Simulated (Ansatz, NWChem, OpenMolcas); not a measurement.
A small benchmark: dipole moment

6 molecules with oxygen; the dipole moment in D, computed less measured. Shapes, held fixed at every level: PBE0-D4/def2-TZVP. No vibrational averaging. Dipoles are compared by magnitude; molecules under 1 D, whose direction can flip, are left out. Programs: Ansatz 0.2.0, NWChem 7.3.0, OpenMolcas 26.06. Measured values: NIST CCCBDB.

Levels: A = HF/def2-SVP; B = PBE-D4/def2-TZVPP; C = B3LYP/6-31G* (spherical functions); D = B3LYP-D4/def2-TZVPP.

```csv
molecule,measured,A,B,C,D
H2O (water),1.85,+0.28,+0.04,+0.22,+0.09
SO2 (sulfur dioxide),1.63,+0.66,-0.09,+0.08,+0.10
CHFO (formyl fluoride),2.02,+0.44,-0.07,-0.05,+0.07
SCl2O2 (sulfuryl chloride),1.81,+0.48,-0.18,-0.33,+0.05
CH4O (SMILES CO),1.70,+0.18,-0.14,-0.04,-0.06
C3H6O (SMILES CC1CO1),2.01,+0.37,-0.25,-0.08,-0.09
```

Problem. Which level does best on this set, which worst, and which err to one side?

Solution. 
```csv
level,kind,mean error,mean absolute error,worst case
HF/def2-SVP,Hartree–Fock,+0.402,0.402,SO2
PBE-D4/def2-TZVPP,GGA,-0.115,0.128,C3H6O
B3LYP/6-31G* (spherical functions),global hybrid,-0.033,0.133,SCl2O2
B3LYP-D4/def2-TZVPP,global hybrid,+0.027,0.077,SO2
```

On this set B3LYP-D4/def2-TZVPP has the smallest mean absolute error and HF/def2-SVP the largest. HF/def2-SVP is too high in 6 of 6; PBE-D4/def2-TZVPP is too low in 5 of 6; B3LYP/6-31G* (spherical functions) is too low in 4 of 6; B3LYP-D4/def2-TZVPP is too high in 4 of 6. The levels differ in basis as well as in method. The set is small.

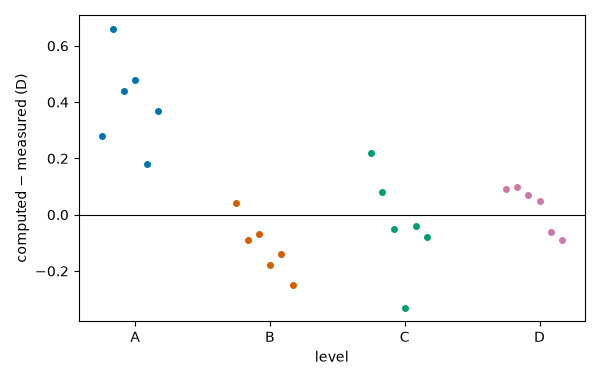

Errors of each level, one point a molecule.
